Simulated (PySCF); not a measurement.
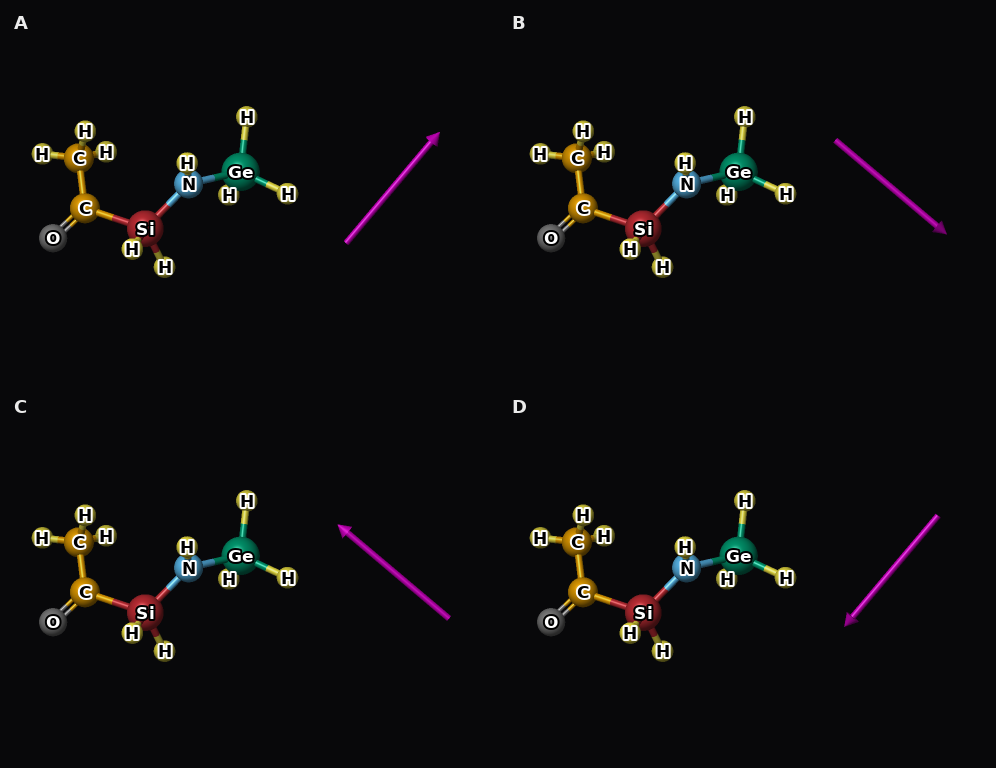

The same molecule four times, each with an arrow. Computed geometry: PBE0-D3(BJ)/def2-SVP optimisation. No frequency run is at hand to confirm it as a minimum. Properties computed with PBE0/aug-cc-pVDZ, gas phase (PySCF 2.14.0).

**Which arrow points along the dipole moment, from the negative to the positive end?**

A. The dipole moment is 3.56 D.
